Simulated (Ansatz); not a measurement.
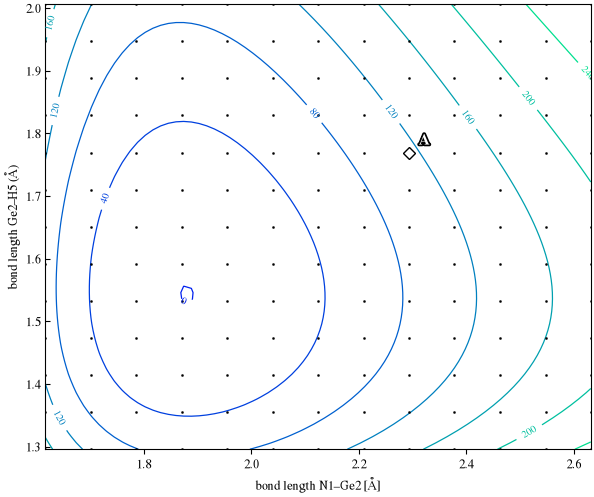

GeH4N, SMILES [NH][GeH3], spin multiplicity 2. Coordinates scanned: (1) bond length N1–Ge2; (2) bond length Ge2–H5. Nothing is relaxed (all other coordinates rigid). The grid has 13 × 13 points. Points are written as (first, second). Energies are in kJ/mol, from the lowest grid point. The calculation used UKS B3LYP-D4/def2-TZVP (Ansatz 0.2.0).

The picture shows contour lines labelled in kJ/mol, dots at the grid points, the point A. Between grid points the surface is interpolated.

### Which way does the force act at A, and how strong is it?

A, at (2.294 Å, 1.769 Å), is not a stationary point. The computed force is 290 kJ/mol for each Å towards smaller values of bond length N1–Ge2 and 220 kJ/mol for each Å towards smaller values of bond length Ge2–H5.
